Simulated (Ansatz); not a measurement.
```xyz
10

N    -1.5337    0.5599   -0.2391
Ge    0.2009    0.1642    0.0707
N     0.3149   -1.5312    0.6456
O     1.3829    0.2812   -1.2334
F     0.6882    1.4117    1.1881
H    -1.9683    0.0459   -0.9913
H    -1.7402    1.5443   -0.3229
H    -0.2717   -1.7804    1.4266
H     1.2446   -1.9070    0.7486
H     1.7655    1.1602   -1.2897
```

Geometry: PBE0-D4/def2-TZVP.

Computed with RKS PBE0-D4/def2-TZVPP (Ansatz).

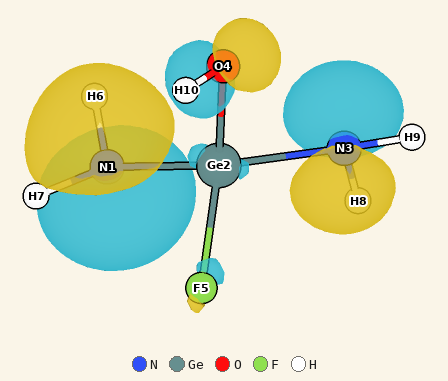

FGeH$_{5}$N$_{2}$O (SMILES [NH2][Ge]([NH2])([OH])[F]). The HOMO at ±0.15 Å⁻³ᐟ² (yellow and cyan are the two phases), seen from one side.

Question: What is the character of this orbital?

Answer: By Hirshfeld shares it lies mainly on N1 (about 55 %), N3 (about 20 %), Ge2 (about 10 %) and O4 (about 5 %); largely a combination of lone pairs on N1, N3 and O4. Its energy is −7.90 eV.
